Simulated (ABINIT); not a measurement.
# SiC (Moissanite): G0W0 in ABINIT against the bands in the self-energy

Wanted: the cheapest bands in the self-energy that holds the gap of SiC (Moissanite).

Method: PBE and many-body steps on it, plane waves, in ABINIT 10.8.3.

### Step 1. The starting structure

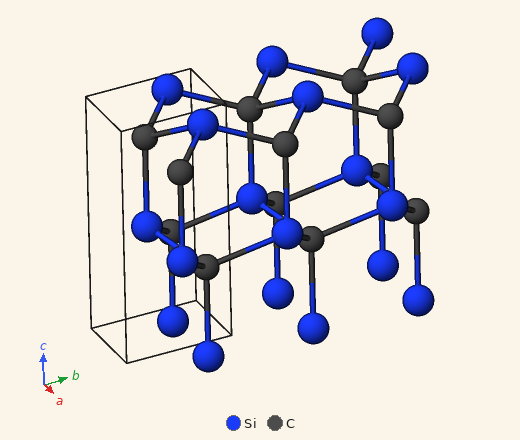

The cell as given, slightly off an axis (silicon blue, carbon dark grey). 2×3×1 cells are drawn. Some periodic images of atoms are drawn too.

The cell and positions come from the Crystallography Open Database and are kept as given unless a step says otherwise.

### Step 2. Screening, 6×6×4 mesh, 273 bands, screening to 272.1 eV

This step: ABINIT 10.8.3; RPA screening on PBE, plane waves, norm-conserving pseudopotentials.

The RPA dielectric matrix is built and inverted for each q.

The input, run.abi:

```
acell 3*1.0 Angstrom
rprim 
  3.075999999976 0.000000000005 0.000000000000
  -1.537999999993 2.663894142018 0.000000000000
  0.000000000000 0.000000000000 5.048000000000
ntypat 2
znucl 14 6
natom 4
typat 1 1 2 2
xred 
  0.333333333333 0.666666666667 0.000000000000
  0.666666666667 0.333333333333 0.500000000000
  0.333333333333 0.666666666667 0.385000000000
  0.666666666667 0.333333333333 0.885000000000
pp_dirpath "pseudos"
pseudos "Si.upf, C.upf"
ecut 37
ngkpt 6 6 4
nshiftk 1
shiftk 0 0 0
kptopt 1
chksymbreak 0
istwfk *1
occopt 1
irdwfk 1
optdriver 3
nband 273
ecuteps 10
inclvkb 2
awtr 1
symchi 1
indata_prefix "in"
outdata_prefix "out"
tmpdata_prefix "tmp"
```

Launch:

```bash
> OMP_NUM_THREADS=1 mpirun -n 4 abinit run.abi > log
```

What it wrote:

```text
.Version 10.8.3 of ABINIT. v10.8.2 released Aug 2026.

 Symmetries : space group P6_3 m c (#186); Bravais hP (primitive hexag.)
[... echo of the input left out ...]
== DATASET  1 ==================================================================
-   mpi_nproc: 4, omp_nthreads: 1 (-1 if OMP is not activated)

--- !DatasetInfo
iteration_state: {dtset: 1, }
dimensions: {natom: 4, nkpt: 21, mband: 273, nsppol: 1, nspinor: 1, nspden: 1, mpw: 3018, }
cutoff_energies: {ecut:  37.0, pawecutdg:  -1.0, }
electrons: {nelect:   1.60000000E+01, charge:   0.00000000E+00, occopt:   1.00000000E+00, tsmear:   1.00000000E-02, }

 SCREENING: Calculation of the susceptibility and dielectric matrices

 Based on a program developped by R.W. Godby, V. Olevano, G. Onida, and L. Reining.
 Incorporated in ABINIT by V. Olevano, G.-M. Rignanese, and M. Torrent.
.Using double precision arithmetic ; gwpc =  8

[... cell and pseudopotentials left out ...]
--------------------------------------------------------------------------------

 ==== K-mesh for the wavefunctions ====
 Number of points in the irreducible wedge :    21
[... list of points left out ...]
 Together with 12 symmetry operations and time-reversal symmetry
 yields   144 points in the full Brillouin Zone.

 ==== Q-mesh for the screening function ====
 Number of points in the irreducible wedge :    21
[... list of points left out ...]
 Together with 12 symmetry operations and time-reversal symmetry
 yields   144 points in the full Brillouin Zone.

 setmesh: FFT mesh size selected  =    24x   24x   40
          total number of points  =        23040

 vcoul_init : cutoff-mode = AUXILIARY_FUNCTION
 q-points for optical limit:   1
     1)      0.000010    0.000020    0.000030

- screening: taking advantage of time-reversal symmetry
- Maximum band index for partially occupied states nbvw = 8
- Remaining bands to be divided among processors   nbcw = 265
- Number of bands treated by each node ~66

 Number of electrons calculated from density =   16.0000; Expected =   16.0000
 average of density, n =  0.057319
 r_s =    1.6089
 omega_plasma =   23.0944 [eV]

 calculating chi0 at frequencies [eV] :
  1    0.000000E+00    0.000000E+00
  2    0.000000E+00    2.309436E+01

--------------------------------------------------------------------------------
  q-point number  1        q = ( 0.000000, 0.000000, 0.000000) [r.l.u.]
--------------------------------------------------------------------------------
[... chi0 elements left out ...]
 For q-point:  0.000010 0.000020 0.000030
  dielectric constant =   6.8436
  dielectric constant without local fields =   7.4947

  Average fulfillment of the sum rule on Im[epsilon] for q-point    1 :     95.12  [%]
[... wings left out ...]
  q-point number  2        q = ( 0.166667, 0.000000, 0.000000) [r.l.u.]
--------------------------------------------------------------------------------
[... chi0 elements left out ...]
  Average fulfillment of the sum rule on Im[epsilon] for q-point    2 :     96.82  [%]

 [... 19 further q-points ...]
```

Run time: 9.7 min. Hardware: 4 MPI ranks of Arm Neoverse V1, shared host; peak memory 3 GiB.

This step gave:

```yaml
eps_infinity_with_local_fields_on_this_mesh_along_the_program_s_q_direction: 6.844
the_same_without_local_fields: 7.495
plasma_frequency: 23.09 eV
plane_waves_in_the_screening_matrix: 391
```

Local fields lower ε∞ by 9 %.

### Step 3. 16 bands

This step: G0W0 on PBE, plane waves, norm-conserving pseudopotentials.

run.abi: that of step 2 with these lines changed.

```diff
@@ -25,8 +25,19 @@
 irdwfk 1
-optdriver 3
-nband 273
+optdriver 4
+nband 16
+gwcalctyp 0
+ecutsigx 37
+symsigma 1
+nkptgw 3
+kptgw 
+  0.0000000000 0.0000000000 0.0000000000
+  0.3333333333 0.3333333333 0.0000000000
+  0.5000000000 0.0000000000 0.0000000000
+bdgw 
+  6 10
+  7 10
+  7 10
 ecuteps 10
-inclvkb 2
-awtr 1
-symchi 1
+irdscr 1
+ppmodel 1
 indata_prefix "in"
```

What it wrote:

```text
.Version 10.8.3 of ABINIT. v10.8.2 released Aug 2026.

 Symmetries : space group P6_3 m c (#186); Bravais hP (primitive hexag.)
[... echo of the input left out ...]
== DATASET  1 ==================================================================
-   mpi_nproc: 4, omp_nthreads: 1 (-1 if OMP is not activated)

--- !DatasetInfo
iteration_state: {dtset: 1, }
dimensions: {natom: 4, nkpt: 21, mband: 16, nsppol: 1, nspinor: 1, nspden: 1, mpw: 3018, }
cutoff_energies: {ecut:  37.0, pawecutdg:  -1.0, }
electrons: {nelect:   1.60000000E+01, charge:   0.00000000E+00, occopt:   1.00000000E+00, tsmear:   1.00000000E-02, }

 SIGMA: Calculation of the GW corrections

 Based on a program developped by R.W. Godby, V. Olevano, G. Onida, and L. Reining.
 Incorporated in ABINIT by V. Olevano, G.-M. Rignanese, and M. Torrent.
.Using double precision arithmetic ; gwpc =  8

[... cell and pseudopotentials left out ...]
--------------------------------------------------------------------------------

 ==== K-mesh for the wavefunctions ====
 Number of points in the irreducible wedge :    21
[... list of points left out ...]
 Together with 12 symmetry operations and time-reversal symmetry
 yields   144 points in the full Brillouin Zone.

 ==== Q-mesh for screening function ====
 Number of points in the irreducible wedge :    21
[... list of points left out ...]
 Together with 12 symmetry operations and time-reversal symmetry
 yields   144 points in the full Brillouin Zone.

 vcoul_init : cutoff-mode = AUXILIARY_FUNCTION
 q-points for optical limit:   1
     1)      0.000010    0.000020    0.000030
 setmesh: FFT mesh size selected  =    27x   27x   54
          total number of points  =        39366

 Number of electrons calculated from density =   16.0000; Expected =   16.0000
 average of density, n =  0.057319
 r_s =    1.6089
 omega_plasma =   23.0944 [eV]

 === KS Band Gaps ===
  >>>> For spin  1
   Minimum direct gap =   4.0829 [eV], located at k-point      :   0.5000  0.0000  0.0000
   Fundamental gap    =   2.3294 [eV], Top of valence bands at :   0.0000  0.0000  0.0000
                                       Bottom of conduction at :   0.3333  0.3333  0.0000
 SIGMA fundamental parameters:
 PLASMON POLE MODEL  1
 number of plane-waves for SigmaX                 2997
 number of plane-waves for SigmaC and W            391
 number of plane-waves for wavefunctions          2997
 number of bands                                    16
 number of independent spin polarizations            1
 number of spinorial components                      1
 number of k-points in IBZ                          21
 number of q-points in IBZ                          21
 number of symmetry operations                      12
 number of k-points in BZ                          144
 number of q-points in BZ                          144
 number of frequencies for dSigma/dE                 9
 frequency step for dSigma/dE [eV]                0.25
 number of omega for Sigma on real axis              0
 max omega for Sigma on real axis  [eV]           0.00
 zcut for avoiding poles [eV]                     0.10

 EPSILON^-1 parameters (SCR file):
 dimension of the eps^-1 matrix on file            391
 dimension of the eps^-1 matrix used               391
 number of plane-waves for wavefunctions          2997
 number of bands                                   273
 number of q-points in IBZ                          21
 number of frequencies                               2
 number of real frequencies                          1
 number of imag frequencies                          1

 matrix elements of self-energy operator (all in [eV])

 Perturbative Calculation

--- !SelfEnergy_ee
iteration_state: {dtset: 1, }
kpoint     : [   0.000,    0.000,    0.000, ]
spin       : 1
KS_gap     :    4.620
QP_gap     :    5.512
Delta_QP_KS:    0.892
data: !SigmaeeData |
     Band     E0 <VxcDFT>   SigX SigC(E0)      Z dSigC/dE  Sig(E)    E-E0       E
        6   6.864 -15.055 -17.694   3.931   0.813  -0.231 -14.005   1.050   7.913
        7   6.864 -15.055 -17.694   3.931   0.813  -0.231 -14.005   1.050   7.913
        8   7.139 -14.882 -17.276   3.760   0.815  -0.227 -13.769   1.113   8.252
        9  11.758 -12.188  -7.007  -2.772   0.832  -0.201 -10.183   2.006  13.764
       10  13.157 -12.746  -7.214  -3.115   0.821  -0.219 -10.763   1.983  15.140

--- !SelfEnergy_ee
iteration_state: {dtset: 1, }
kpoint     : [   0.333,    0.333,    0.000, ]
spin       : 1
KS_gap     :    6.371
QP_gap     :    7.561
Delta_QP_KS:    1.190
data: !SigmaeeData |
     Band     E0 <VxcDFT>   SigX SigC(E0)      Z dSigC/dE  Sig(E)    E-E0       E
        7   3.097 -12.979 -16.874   4.262   0.796  -0.257 -12.687   0.292   3.389
[...]
--- !SelfEnergy_ee
iteration_state: {dtset: 1, }
kpoint     : [   0.500,    0.000,    0.000, ]
spin       : 1
KS_gap     :    4.083
QP_gap     :    4.969
Delta_QP_KS:    0.886
data: !SigmaeeData |
     Band     E0 <VxcDFT>   SigX SigC(E0)      Z dSigC/dE  Sig(E)    E-E0       E
[...]
8   5.651 -14.535 -17.688   4.089   0.807  -0.239 -13.780   0.755   6.406
        9   9.734 -10.592  -6.058  -2.589   0.843  -0.186  -8.952   1.641  11.374
       10  11.338 -11.767  -6.941  -2.507   0.833  -0.200  -9.834   1.934  13.271

== END DATASET(S) ==============================================================
================================================================================

 -outvars: echo values of variables after computation  --------
           etotal      0.0000000000E+00
            nband          16
             nkpt          21
          spgroup         186
 [... the other variables as echoed above ...]

 Calculation completed.
```

The job ended after 14 s (4 MPI ranks; peak memory 1.3 GiB).

This step gave:

```
G0W0 gap on the points computed              : 2.698 eV
starting gap on the mesh                     : 2.329 eV
k of the valence top                         : 0, 0, 0
k of the conduction bottom                   : 0.3333, 0.3333, 0
Z at the valence top                         : 0.815
Z at the conduction bottom                   : 0.846
least direct G0W0 gap on the computed points : 4.968 eV
```

### Step 4. 31 bands

run.abi: that of step 3 with these lines changed.

```diff
@@ -26,3 +26,3 @@
 optdriver 4
-nband 16
+nband 31
 gwcalctyp 0
```

What it wrote:

```text
.Version 10.8.3 of ABINIT. v10.8.2 released Aug 2026.

 Symmetries : space group P6_3 m c (#186); Bravais hP (primitive hexag.)
[... echo of the input left out ...]
== DATASET  1 ==================================================================
-   mpi_nproc: 4, omp_nthreads: 1 (-1 if OMP is not activated)

--- !DatasetInfo
iteration_state: {dtset: 1, }
dimensions: {natom: 4, nkpt: 21, mband: 31, nsppol: 1, nspinor: 1, nspden: 1, mpw: 3018, }
cutoff_energies: {ecut:  37.0, pawecutdg:  -1.0, }
electrons: {nelect:   1.60000000E+01, charge:   0.00000000E+00, occopt:   1.00000000E+00, tsmear:   1.00000000E-02, }

 SIGMA: Calculation of the GW corrections

 Based on a program developped by R.W. Godby, V. Olevano, G. Onida, and L. Reining.
 Incorporated in ABINIT by V. Olevano, G.-M. Rignanese, and M. Torrent.
.Using double precision arithmetic ; gwpc =  8

[... cell and pseudopotentials left out ...]
--------------------------------------------------------------------------------

 ==== K-mesh for the wavefunctions ====
 Number of points in the irreducible wedge :    21
[... list of points left out ...]
 Together with 12 symmetry operations and time-reversal symmetry
 yields   144 points in the full Brillouin Zone.

 ==== Q-mesh for screening function ====
 Number of points in the irreducible wedge :    21
[... list of points left out ...]
 Together with 12 symmetry operations and time-reversal symmetry
 yields   144 points in the full Brillouin Zone.

 vcoul_init : cutoff-mode = AUXILIARY_FUNCTION
 q-points for optical limit:   1
     1)      0.000010    0.000020    0.000030
 setmesh: FFT mesh size selected  =    27x   27x   54
          total number of points  =        39366

 Number of electrons calculated from density =   16.0000; Expected =   16.0000
[...]
number of plane-waves for wavefunctions          2997
 number of bands                                   273
 number of q-points in IBZ                          21
 number of frequencies                               2
 number of real frequencies                          1
 number of imag frequencies                          1

 matrix elements of self-energy operator (all in [eV])

 Perturbative Calculation

--- !SelfEnergy_ee
iteration_state: {dtset: 1, }
kpoint     : [   0.000,    0.000,    0.000, ]
spin       : 1
KS_gap     :    4.620
QP_gap     :    5.347
Delta_QP_KS:    0.727
data: !SigmaeeData |
     Band     E0 <VxcDFT>   SigX SigC(E0)      Z dSigC/dE  Sig(E)    E-E0       E
        6   6.864 -15.055 -17.694   2.978   0.799  -0.251 -14.784   0.271   7.135
        7   6.864 -15.055 -17.694   2.978   0.799  -0.251 -14.784   0.271   7.135
        8   7.139 -14.882 -17.276   2.755   0.801  -0.249 -14.593   0.289   7.427
[...]
--- !SelfEnergy_ee
iteration_state: {dtset: 1, }
kpoint     : [   0.333,    0.333,    0.000, ]
spin       : 1
KS_gap     :    6.371
QP_gap     :    7.384
Delta_QP_KS:    1.013
data: !SigmaeeData |
     Band     E0 <VxcDFT>   SigX SigC(E0)      Z dSigC/dE  Sig(E)    E-E0       E
[...]
--- !SelfEnergy_ee
iteration_state: {dtset: 1, }
kpoint     : [   0.500,    0.000,    0.000, ]
spin       : 1
KS_gap     :    4.083
QP_gap     :    4.845
Delta_QP_KS:    0.762
data: !SigmaeeData |
     Band     E0 <VxcDFT>   SigX SigC(E0)      Z dSigC/dE  Sig(E)    E-E0       E
[...]
9   9.734 -10.592  -6.058  -3.569   0.827  -0.209  -9.794   0.799  10.532
       10  11.338 -11.767  -6.941  -3.510   0.816  -0.225 -10.693   1.075  12.413

== END DATASET(S) ==============================================================
================================================================================

 -outvars: echo values of variables after computation  --------
           etotal      0.0000000000E+00
            nband          31
             nkpt          21
          spgroup         186
 [... the other variables as echoed above ...]

 Calculation completed.
```

Run time: 25 s. Hardware: 4 MPI ranks; peak memory 1.4 GiB; 1.7 min of CPU time.

Numbers from this step:

| Item | Value |
| --- | --- |
| G0W0 gap on the points computed | 2.746 eV |
| starting gap on the mesh | 2.329 eV |
| k of the valence top | 0, 0, 0 |
| k of the conduction bottom | 0.3333, 0.3333, 0 |
| Z at the valence top | 0.801 |
| Z at the conduction bottom | 0.831 |
| least direct G0W0 gap on the computed points | 4.845 eV |

[end of part 1 of 2]

[Paths, hosts, dates, memory and timing lines, banners, echoed tables and standing remarks are left out of the program output.]

[Logs are printed without paths, hosts, clocks, repeated set-up lines and the standing remarks that a program may print on its own settings, such as how far it seeks lower states.]

[Runs of the session that timed out or met a known fault of the program may be left out.]

[Hosts, paths, dates, database ids (printed as entryN), source tags and the programs' standing remarks are cut or masked in the printed files.]

[G0W0 gaps are taken among the corrected bands and points alone; a level outside them can change the order at an edge.]

[Where Ansatz stands beside ABINIT at settings called matched, ABINIT's density can come from a denser mesh and the files from another edition; pairs whose starting gaps differed by over 0.03 eV were left out, so agreement reads better than it is.]
